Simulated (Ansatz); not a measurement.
# Electron scattering at the Σ5 (210) boundary in fcc Al, starting shift (0.33, 0)

How much does the Σ5 (210) boundary in fcc Al, starting shift (0.33, 0) reflect electrons?

Method: Ansatz plane-wave DFT, PBE, PAW files; relaxation of a bicrystal slab with its lowest layers held; PAW set soft_1, in the first sound run; inputs show where later runs differ, in Ansatz 0.2.0.

### 1. The starting structure

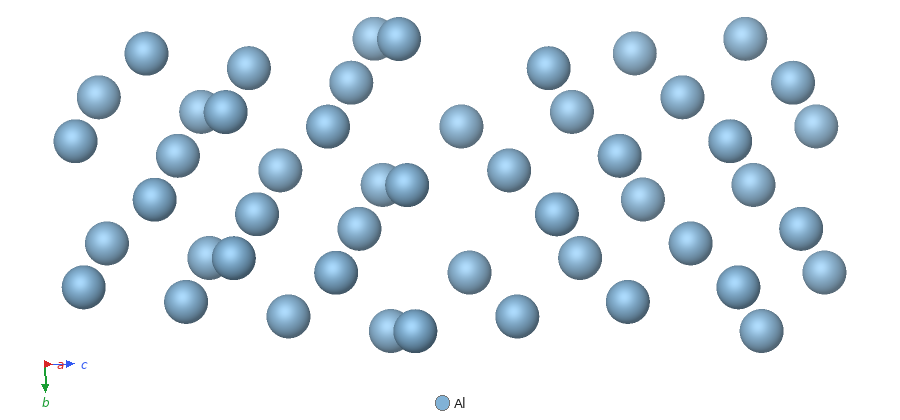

The cell as given, from the side, with the c axis across the page (aluminium light blue). 1×2×1 cells are drawn. Some periodic images of atoms are drawn too.

The cell holds 21 atoms: 21 Al. Cell: a = 4.958 Å, b = 4.048 Å, c = 30.208 Å, α = 90.0°, β = 90.0°, γ = 65.9°. It derives from Al. built on the (2 1 0) plane; 2 overlapping atoms removed and the grains opened by 0.2 Å. Vacuum lies along c.

### 2. Relaxing the bicrystal

The boundary is built by mirroring the lower grain in the boundary plane and removing any atoms that overlap. A thin bicrystal slab is relaxed first, with the lowest layers held and the upper grain free to shift and open.

input.yaml

```yaml
crystal:
  lattice:
    - [4.957730497, 0.0, 0.0]
    - [1.6525768323, 3.6952741352, 0.0]
    - [0.0, 0.0, 30.2082257911]
  atoms:
    - { symbol: Al, position: [0.6, 0.7000000001, 0.1655178306] }
    - { symbol: Al, position: [0.2, 0.4000000001, 0.195481643] }
    - { symbol: Al, position: [0.8, 0.1000000001, 0.2254454553] }
    - { symbol: Al, position: [0.4, 0.8000000001, 0.2554092677] }
    - { symbol: Al, position: [1.0, 0.5000000001, 0.28537308] }
    - { symbol: Al, position: [0.6, 0.2, 0.3153368924] }
    - { symbol: Al, position: [0.2, 0.9, 0.3453007047] }
    - { symbol: Al, position: [0.8, 0.6, 0.3752645171] }
    - { symbol: Al, position: [0.4, 0.3, 0.4052283294] }
    - { symbol: Al, position: [0.0, 0.0, 0.4351921418] }
    - { symbol: Al, position: [0.13, 0.6, 0.5017404797] }
    - { symbol: Al, position: [0.53, 0.9, 0.5317042921] }
    - { symbol: Al, position: [0.93, 0.2, 0.5616681044] }
    - { symbol: Al, position: [0.33, 0.5000000001, 0.5916319168] }
    - { symbol: Al, position: [0.73, 0.8000000001, 0.6215957291] }
    - { symbol: Al, position: [0.13, 0.1000000001, 0.6515595415] }
    - { symbol: Al, position: [0.53, 0.4000000001, 0.6815233538] }
    - { symbol: Al, position: [0.93, 0.7000000001, 0.7114871662] }
    - { symbol: Al, position: [0.33, 1.0e-10, 0.7414509785] }
    - { symbol: Al, position: [0.73, 0.3000000001, 0.7714147909] }
    - { symbol: Al, position: [0.13, 0.6000000001, 0.8013786032] }
kpoints:
  mp_grid: { grid: [6, 6, 1] }
hamiltonian:
  xc: pbe
  pseudopotentials: { kind: paw, azcp: { folder: soft_1 } }
scf:
  occupations: { method: fermi_dirac, width: 0.1 }
relax:
  f_tol: 0.03
  max_steps: 80
  constraints: [{ sites: [0, 1, 2, 3] }]
```

On the command line:

```bash
$ ansatz run input.yaml --threads 4 --pin off --max-ram 15360MiB --backend cpu --events-out ev --progress --plain --runs-dir out
```

Numbers of over 12 decimals in the logs are rounded to 6 here.

The program printed:

```text
Engine: ansatz 0.2.0, aarch64-unknown-linux-gnu
Pseudopotentials: kind: paw
Pseudopotential: Al, paw, valence charge 3, recommended cutoff 420 eV (normal), soft_1/Al.paw.azcp
Functional definition: PBE
  parameter kappa = 0.804
  parameter beta = 0.066725
  exchange = pbe_x(kappa = kappa, mu = beta*pi^2/3)
  correlation = pbe_c(beta = beta)
Crystal: 21 atoms, lattice volume = 553.420 Å³
Basis set: ecut = 420 eV, 10825 PW (Γ), exchange–correlation on 72×60×432 points (8 copies of the dense FFT grid, shifted against one another)
Bands: 53, of which v1, the nominal top of the filled ones, is band 32 counted from 1 (31 counted from 0)
Symmetry: 1 space group operations
Space group: P1 (ITA 1), of the structure as read, at distance tolerance 8.2e-5 Å
k-points: 20 of 36 (time reversal used)
Non-local potential: Al, projectors of the file, l = 0: 2, l = 1: 2, l = 2: 1
PAW form: soft (Blöchl's): semilocal exchange-correlation on the pseudo side does not see the compensation charge
PAW one-centre angular grid: Al, 110 points (default); XC on 64 Gauss nodes
Initial density: superposition of atomic densities (neutral atoms: chi_scale 0, normalization atom)
Initial wavefunctions: pseudopotential atomic-orbital guess
Functional: x = pbe(κ = 0.804, μ = 0.219515), c = pbe(β = 0.066725)
SCF iter   1: F=—  HF=-11286.489730 eV  |F-HF|=—  |Δ(HF+E_count)|=         —  Δρ=2.14e-2  dr2=2.69e1  ethr=3.10e-3  ⟨swp⟩=9.4  Hψ=6366  notcnv=0  defer=12
preconditioner: auto → LDOS  [metal: Δε(μ)=0.062 eV  Ē_g=6.426 eV  σ=0.100 eV  W_gap=0.15  n_scr=80 (ndim 8)  ℏωp=12.5 eV  f_vac=0.229  D(μ)=9.27/eV (n_scr^D=50)  β→1.0]
SCF iter   2: F=—  HF=-11284.208588 eV  |F-HF|=—  |Δ(HF+E_count)|=    2.28e0  Δρ=8.70e-3  dr2=3.34e0  ethr=3.10e-3  ⟨swp⟩=5.2  Hψ=2729  notcnv=0  defer=52
SCF iter   3: F=—  HF=-11284.046414 eV  |F-HF|=—  |Δ(HF+E_count)|=   1.62e-1  Δρ=1.71e-3  dr2=8.05e-2  ethr=3.10e-3  ⟨swp⟩=3.5  Hψ=1732  notcnv=0  defer=50
SCF iter   4: F=—  HF=-11284.038487 eV  |F-HF|=—  |Δ(HF+E_count)|=   7.93e-3  Δρ=4.38e-4  dr2=4.74e-3  ethr=1.28e-4  ⟨swp⟩=3.0  Hψ=2117  notcnv=0  defer=36
SCF iter   5: F=—  HF=-11284.038622 eV  |F-HF|=—  |Δ(HF+E_count)|=   1.35e-4  Δρ=1.17e-4  dr2=5.17e-4  ethr=7.53e-6  ⟨swp⟩=2.0  Hψ=1558  notcnv=0  defer=36
SCF iter   6: F=-11284.038630 eV  HF=-11284.038631 eV  |F-HF|=9.04e-7  |Δ(HF+E_count)|=   9.36e-6  Δρ=2.29e-5  dr2=6.85e-6  ethr=3.57e-8  ⟨swp⟩=4.3  Hψ=4162  notcnv=0
SCF 1 converged in 6 iterations: F = -11284.038630 eV  dr2 = 6.85e-6
  greatest PAW one-centre occupation: 0.505 electrons in one spin orbital (limit 2), on the Al atom at site 0 (counted from 0), in its partial waves of l = 0
relax step   1: F+E_penalty+E_count = -11284.03863042 eV  Δ(F+E_penalty+E_count) = +0.000e0 eV  max|allowed force component| = 6.934e-1 eV/Å  Δτ_max = 0.0000 Å  (6 SCF iters, dr2 threshold 2.25e-5 eV, accepted)
Initial density: handed on by an earlier stage of this run
Initial wavefunctions: those handed on with the density
iter 1 solved again at ethr=6.10e-4 eV; its pass at ethr=3.10e-3 eV (dr2=3.84e-1 eV) is discarded
SCF iter   1: F=—  HF=-11284.337360 eV  |F-HF|=—  |Δ(HF+E_count)|=         —  Δρ=3.32e-3  dr2=5.10e-1  ethr=6.10e-4  ⟨swp⟩=1.2  Hψ=4637  notcnv=0  defer=35
eigensolver tolerance schedule calibrated: the retry pair's looser diagonalisation under-reported the residual by θ = 0.25 (0.35/decade); ethr = c·dr2/N_el runs at the constant in force after the calibration composes with the one it found (an armed cap, an earlier calibration), c = 8.3e-3
preconditioner: auto → LDOS  [metal: Δε(μ)=0.018 eV  Ē_g=6.279 eV  σ=0.100 eV  W_gap=0.04  n_scr=80 (ndim 8)  ℏωp=12.5 eV  f_vac=0.242  D(μ)=9.10/eV (n_scr^D=46)  β→1.0]
SCF iter   2: F=—  HF=-11284.295921 eV  |F-HF|=—  |Δ(HF+E_count)|=   4.14e-2  Δρ=1.04e-3  dr2=1.63e-2  ethr=6.68e-5  ⟨swp⟩=3.4  Hψ=2304  notcnv=0  defer=35
SCF iter   3: F=—  HF=-11284.294878 eV  |F-HF|=—  |Δ(HF+E_count)|=   1.04e-3  Δρ=3.02e-4  dr2=2.23e-3  ethr=2.13e-6  ⟨swp⟩=2.8  Hψ=2005  notcnv=0  defer=36
SCF iter   4: F=—  HF=-11284.294549 eV  |F-HF|=—  |Δ(HF+E_count)|=   3.28e-4  Δρ=1.01e-4  dr2=2.99e-4  ethr=2.92e-7  ⟨swp⟩=2.2  Hψ=1750  notcnv=0  defer=36
SCF iter   5: F=-11284.294499 eV  HF=-11284.294511 eV  |F-HF|=1.13e-5  |Δ(HF+E_count)|=   3.88e-5  Δρ=2.39e-5  dr2=1.43e-5  ethr=3.94e-9  ⟨swp⟩=2.5  Hψ=4220  notcnv=0
SCF 2 converged in 5 iterations: F = -11284.294499 eV  dr2 = 1.43e-5
  greatest PAW one-centre occupation: 0.504 electrons in one spin orbital (limit 2), on the Al atom at site 0 (counted from 0), in its partial waves of l = 0
relax step   2: F+E_penalty+E_count = -11284.29449918 eV  Δ(F+E_penalty+E_count) = -2.559e-1 eV  max|allowed force component| = 2.649e-1 eV/Å  Δτ_max = 0.1931 Å  (5 SCF iters, dr2 threshold 3.00e-5 eV, accepted)
iter 1 solved again at ethr=7.43e-4 eV; its pass at ethr=3.10e-3 eV (dr2=4.68e-1 eV) is discarded
SCF iter   1: F=—  HF=-11284.473257 eV  |F-HF|=—  |Δ(HF+E_count)|=         —  Δρ=3.66e-3  dr2=5.42e-1  ethr=7.43e-4  ⟨swp⟩=1.2  Hψ=4584  notcnv=0  defer=44
eigensolver tolerance schedule calibrated: the retry pair's looser diagonalisation under-reported the residual by θ = 0.14 (0.22/decade); ethr = c·dr2/N_el runs at the constant in force after the calibration composes with the one it found (an armed cap, an earlier calibration), c = 2.1e-2
preconditioner: auto → LDOS  [metal: Δε(μ)=0.005 eV  Ē_g=6.283 eV  σ=0.100 eV  W_gap=0.01  n_scr=80 (ndim 8)  ℏωp=12.5 eV  f_vac=0.246  D(μ)=8.68/eV (n_scr^D=34)  β→1.0]
SCF iter   2: F=—  HF=-11284.430276 eV  |F-HF|=—  |Δ(HF+E_count)|=   4.30e-2  Δρ=1.17e-3  dr2=2.46e-2  ethr=1.80e-4  ⟨swp⟩=2.0  Hψ=1863  notcnv=0  defer=44
SCF iter   3: F=—  HF=-11284.428457 eV  |F-HF|=—  |Δ(HF+E_count)|=   1.82e-3  Δρ=3.19e-4  dr2=2.95e-3  ethr=8.19e-6  ⟨swp⟩=2.9  Hψ=1904  notcnv=0  defer=44
SCF iter   4: F=—  HF=-11284.428026 eV  |F-HF|=—  |Δ(HF+E_count)|=   4.31e-4  Δρ=8.46e-5  dr2=2.15e-4  ethr=9.79e-7  ⟨swp⟩=2.5  Hψ=1877  notcnv=0  defer=45
SCF iter   5: F=—  HF=-11284.427996 eV  |F-HF|=—  |Δ(HF+E_count)|=   2.93e-5  Δρ=1.64e-5  dr2=5.50e-6  ethr=7.14e-8  ⟨swp⟩=2.1  Hψ=1675  notcnv=0  defer=45
SCF iter   6: F=-11284.427995 eV  HF=-11284.427996 eV  |F-HF|=5.25e-8  |Δ(HF+E_count)|=   7.93e-7  Δρ=3.24e-6  dr2=1.42e-7  ethr=1.46e-9  ⟨swp⟩=4.6  Hψ=3213  notcnv=0
SCF 3 converged in 6 iterations: F = -11284.427995 eV  dr2 = 1.42e-7
relax step   3: F+E_penalty+E_count = -11284.42799545 eV  Δ(F+E_penalty+E_count) = -1.335e-1 eV  max|allowed force component| = 1.885e-1 eV/Å  Δτ_max = 0.1931 Å  (6 SCF iters, dr2 threshold 4.39e-6 eV, accepted)
[... from here on, the SCF cycles and remarks between the steps are left out ...]
relax step   4: F+E_penalty+E_count = -11284.53467085 eV  Δ(F+E_penalty+E_count) = -1.067e-1 eV  max|allowed force component| = 1.249e-1 eV/Å  Δτ_max = 0.2000 Å  (5 SCF iters, dr2 threshold 5.19e-6 eV, accepted)
relax step   5: F+E_penalty+E_count = -11284.61690073 eV  Δ(F+E_penalty+E_count) = -8.223e-2 eV  max|allowed force component| = 6.454e-2 eV/Å  Δτ_max = 0.1944 Å  (5 SCF iters, dr2 threshold 6.86e-6 eV, accepted)
relax step   6: F+E_penalty+E_count = -11284.68310814 eV  Δ(F+E_penalty+E_count) = -6.621e-2 eV  max|allowed force component| = 6.886e-2 eV/Å  Δτ_max = 0.1956 Å  (5 SCF iters, dr2 threshold 1.11e-6 eV, accepted)
relax step   7: F+E_penalty+E_count = -11284.72016507 eV  Δ(F+E_penalty+E_count) = -3.706e-2 eV  max|allowed force component| = 4.456e-2 eV/Å  Δτ_max = 0.1967 Å  (5 SCF iters, dr2 threshold 1.27e-6 eV, accepted)
relax step   8: F+E_penalty+E_count = -11284.73874568 eV  Δ(F+E_penalty+E_count) = -1.858e-2 eV  max|allowed force component| = 7.382e-2 eV/Å  Δτ_max = 0.1954 Å  (6 SCF iters, accepted)
relax step   9: F+E_penalty+E_count = -11284.75755939 eV  Δ(F+E_penalty+E_count) = -1.881e-2 eV  max|allowed force component| = 5.627e-2 eV/Å  Δτ_max = 0.1956 Å  (5 SCF iters, dr2 threshold 2.28e-6 eV, accepted)
relax step  10: F+E_penalty+E_count = -11284.76937637 eV  Δ(F+E_penalty+E_count) = -1.182e-2 eV  max|allowed force component| = 4.507e-2 eV/Å  Δτ_max = 0.1938 Å  (6 SCF iters, dr2 threshold 1.84e-6 eV, accepted)
relax step  11: F+E_penalty+E_count = -11284.77444089 eV  Δ(F+E_penalty+E_count) = -5.065e-3 eV  max|allowed force component| = 4.186e-2 eV/Å  Δτ_max = 0.1935 Å  (6 SCF iters, dr2 threshold 1.18e-6 eV, accepted)
relax step  12: F+E_penalty+E_count = -11284.77554062 eV  Δ(F+E_penalty+E_count) = -1.100e-3 eV  max|allowed force component| = 2.137e-2 eV/Å  Δτ_max = 0.0405 Å  (5 SCF iters, dr2 threshold 1.12e-6 eV, accepted)
iter 1 solved again at ethr=1.06e-10 eV; its pass at ethr=3.10e-3 eV (dr2=6.65e-8 eV) is discarded
SCF iter   1: F=—  HF=-11284.775501 eV  |F-HF|=—  |Δ(HF+E_count)|=         —  Δρ=2.54e-6  dr2=6.75e-8  ethr=1.06e-10  ⟨swp⟩=1.0  Hψ=2600  notcnv=0  defer=51
preconditioner: auto → LDOS  [metal: Δε(μ)=0.012 eV  Ē_g=6.395 eV  σ=0.100 eV  W_gap=0.03  n_scr=80 (ndim 8)  ℏωp=12.5 eV  f_vac=0.265  D(μ)=8.36/eV (n_scr^D=32)  β→1.0]
SCF iter   2: F=-11284.775541 eV  HF=-11284.775541 eV  |F-HF|=7.83e-9  |Δ(HF+E_count)|=   3.94e-5  Δρ=1.50e-6  dr2=2.48e-8  ethr=1.06e-10  ⟨swp⟩=5.0  Hψ=3306  notcnv=0
SCF 13 converged in 2 iterations: F = -11284.775541 eV  dr2 = 2.48e-8
relax step  13: F+E_penalty+E_count = -11284.77554064 eV  Δ(F+E_penalty+E_count) = -1.778e-8 eV  max|allowed force component| = 2.132e-2 eV/Å  Δτ_max = 0.0000 Å  (2 SCF iters, accepted)
SCF converged after 2 iterations
Free energy (F): -11284.775541 eV
Harris-Foulkes:  -11284.775541 eV  (|F-HF|=7.83e-9)
Internal energy: -11284.496647 eV  (E = F + TS)
E sigma→0 (E₀):  -11284.636094 eV
Entropy (-TS):   -0.278893 eV (-13.281 meV/atom)
Fermi energy:    3.434522 eV
--- Per-component energies (eV) ---
  E_band       = -47.078677
  E_kinetic    = 456.190904
  E_local      = -11749.053154  (includes V_loc(G=0)·N_el)
  E_nonlocal   = 211.939874
  E_hartree    = 5853.361397
  E_xc         = -781.861704
  E_vxc        = -599.637150  (∫ρ·V_xc dr)
  E_paw        = -9857.192564  (= ΣΔE_a)
  E_vpaw       = -73.242889  (= ΣTr[D̂ρ^β])
  E_aug_tail   = -0.000042  (compensation charges beyond the density's cutoff)
  E_ewald      = 4582.118642
  E_smearing   = -0.278893  (= −TS)
  E_closure    = 0.000000  (closes the sum)
  Σ components = -11284.775541   (vs F -11284.775541, Δ=0.00e0)
--- Forces (eV/Å), atoms counted from 1 ---
  atom   1  Al    -0.00994589     0.00418453     0.29578060
  atom   2  Al    -0.07365576     0.03379396    -0.26112439
  atom   3  Al     0.07985619    -0.03389195    -0.05898023
  atom   4  Al     0.01724166    -0.00392270     0.01762304
  atom   5  Al    -0.00005297    -0.00376822    -0.00169148
  atom   6  Al    -0.00588862     0.00818199     0.00301263
  atom   7  Al     0.00103728    -0.00180560    -0.00584875
  atom   8  Al    -0.00196542    -0.00000838     0.00354148
  atom   9  Al    -0.00685067     0.00320308    -0.00826979
  atom  10  Al     0.01324033    -0.00815838     0.00070702
  atom  11  Al    -0.01019861     0.00836182     0.00533121
  atom  12  Al     0.00445724     0.00241973     0.00687206
  atom  13  Al     0.00106818    -0.01132710    -0.00079338
  atom  14  Al    -0.00551023     0.00288772     0.00434982
  atom  15  Al     0.00122797    -0.00053498     0.00871994
  atom  16  Al     0.00626031     0.00157746    -0.02132385
  atom  17  Al    -0.00721223     0.00426318    -0.01394797
  atom  18  Al    -0.00512687    -0.00127195    -0.00298632
  atom  19  Al     0.00339937    -0.00436414     0.01385960
  atom  20  Al    -0.00675017     0.00118612     0.01241649
  atom  21  Al     0.00534691    -0.00099075     0.00275153
  max |Σ_I F_I| component: 2.20e-5 eV/Å
--- Relaxed structure (13 steps of the walk, 13 accepted, 0 SCFs on fresh bases) ---
  F+E_penalty+E_count = -11284.77554064 eV   max|allowed force component| = 2.132e-2 eV/Å
  atoms:
    - { symbol: Al, position: [0.6, 0.700000, 0.1655178306] }
    - { symbol: Al, position: [0.2, 0.4000000001, 0.195482] }
    - { symbol: Al, position: [0.800000, 0.1000000001, 0.2254454553] }
    - { symbol: Al, position: [0.4, 0.8000000001, 0.2554092677] }
    - { symbol: Al, position: [1.008229, 0.496335, 0.285914] }
    - { symbol: Al, position: [0.615321, 0.192731, 0.314095] }
    - { symbol: Al, position: [0.205338, 0.898198, 0.345500] }
    - { symbol: Al, position: [0.808765, 0.597158, 0.377702] }
    - { symbol: Al, position: [0.404160, 0.299030, 0.400013] }
    - { symbol: Al, position: [-0.035268, 0.021883, 0.444481] }
    - { symbol: Al, position: [0.357038, 0.327245, 0.485030] }
    - { symbol: Al, position: [0.757809, 0.626436, 0.506133] }
    - { symbol: Al, position: [1.151948, -0.069387, 0.539371] }
    - { symbol: Al, position: [0.561642, 0.225467, 0.570808] }
    - { symbol: Al, position: [0.955048, 0.529062, 0.598548] }
    - { symbol: Al, position: [0.355555, -0.171213, 0.628931] }
    - { symbol: Al, position: [0.753133, 0.130384, 0.659280] }
    - { symbol: Al, position: [1.140035, 0.437293, 0.687845] }
    - { symbol: Al, position: [0.541944, -0.263507, 0.718978] }
    - { symbol: Al, position: [0.932654, 0.041206, 0.752119] }
    - { symbol: Al, position: [0.325952, 0.344433, 0.773769] }
```

Wall time 2.3 min (4 threads of Arm Neoverse V1, shared host); peak memory 1.1 GiB; 8.9 min of CPU time.

The steps of the relaxation:

```csv
step,energy less that of the first step (eV),largest force component (eV/Å)
1,0.0000,0.6934
2,-0.2559,0.2649
3,-0.3894,0.1885
4,-0.4960,0.1250
5,-0.5783,0.0645
6,-0.6445,0.0689
7,-0.6815,0.0446
8,-0.7001,0.0738
9,-0.7189,0.0563
10,-0.7307,0.0451
11,-0.7358,0.0419
12,-0.7369,0.0214
13,-0.7369,0.0213
```

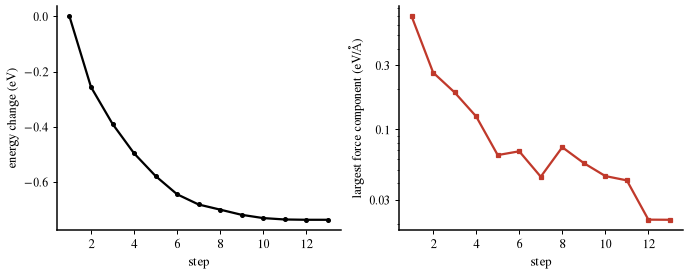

Energy and largest force along the relaxation.

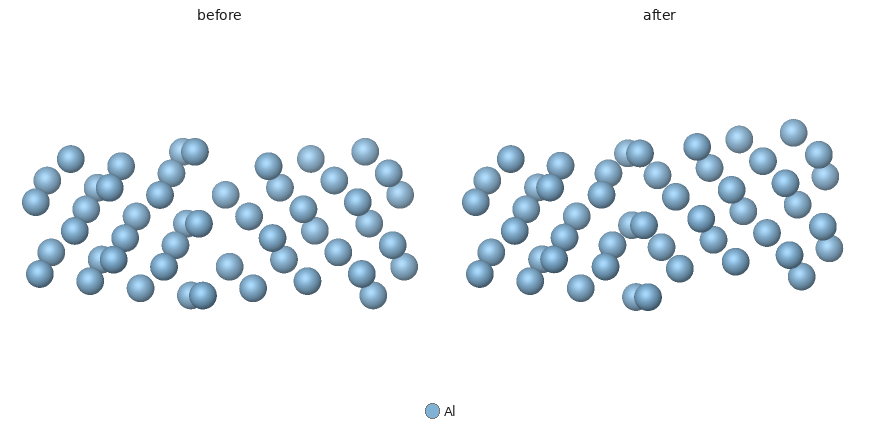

Before and after, at one scale.

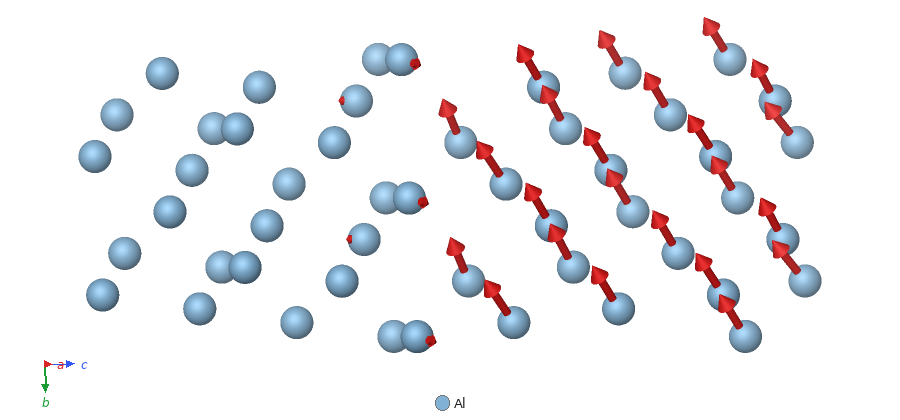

Displacements in the relaxation, scaled; the longest in the cell stands for 1.44 Å. 1×2×1 cells are drawn. Some periodic images of atoms are drawn too.

The atoms that moved most (Å):

```csv
atom,dx,dy,dz,length
Al12,0.677,-1.011,-0.772,1.441
Al15,0.668,-1.001,-0.696,1.390
Al16,0.670,-1.002,-0.684,1.386
Al14,0.695,-1.014,-0.629,1.381
Al21,0.549,-0.944,-0.834,1.374
Al17,0.661,-0.996,-0.672,1.371
Al13,0.655,-0.995,-0.674,1.369
Al18,0.607,-0.971,-0.714,1.349
```

Final coordinates:

```cif
data_structure
_symmetry_space_group_name_H-M 'P 1'
_symmetry_Int_Tables_number 1
_cell_length_a 4.9577
_cell_length_b 4.0480
_cell_length_c 30.2082
_cell_angle_alpha 90.000
_cell_angle_beta 90.000
_cell_angle_gamma 65.905
_cell_volume 553.42
loop_
_atom_site_label
_atom_site_type_symbol
_atom_site_fract_x
_atom_site_fract_y
_atom_site_fract_z
_atom_site_occupancy
Al1 Al 0.60000 0.70000 0.16552 1
Al2 Al 0.20000 0.40000 0.19548 1
Al3 Al 0.80000 0.10000 0.22545 1
Al4 Al 0.40000 0.80000 0.25541 1
Al5 Al 0.00823 0.49633 0.28591 1
Al6 Al 0.61532 0.19273 0.31409 1
Al7 Al 0.20534 0.89820 0.34550 1
Al8 Al 0.80877 0.59716 0.37770 1
Al9 Al 0.40416 0.29903 0.40001 1
Al10 Al 0.96473 0.02188 0.44448 1
Al11 Al 0.35704 0.32725 0.48503 1
Al12 Al 0.75781 0.62644 0.50613 1
Al13 Al 0.15195 0.93061 0.53937 1
Al14 Al 0.56164 0.22547 0.57081 1
Al15 Al 0.95505 0.52906 0.59855 1
Al16 Al 0.35555 0.82879 0.62893 1
Al17 Al 0.75313 0.13038 0.65928 1
Al18 Al 0.14003 0.43729 0.68784 1
Al19 Al 0.54194 0.73649 0.71898 1
Al20 Al 0.93265 0.04121 0.75212 1
Al21 Al 0.32595 0.34443 0.77377 1
```

Numbers from this step:

```
free energy             : -11284.7755 eV
energy at zero smearing : -11284.6361 eV
Fermi energy            : 3.435 eV
```

The largest force component on a free atom ends at 0.021 eV/Å, under the tolerance of 0.03, after 13 steps.

[end of part 1 of 3]

[Logs are printed without paths, hosts, clocks, repeated set-up lines and the standing remarks that a program may print on its own settings, such as how far it seeks lower states.]

[Hosts, paths, dates, database ids (printed as entryN), source tags and the programs' standing remarks are cut or masked in the printed files.]
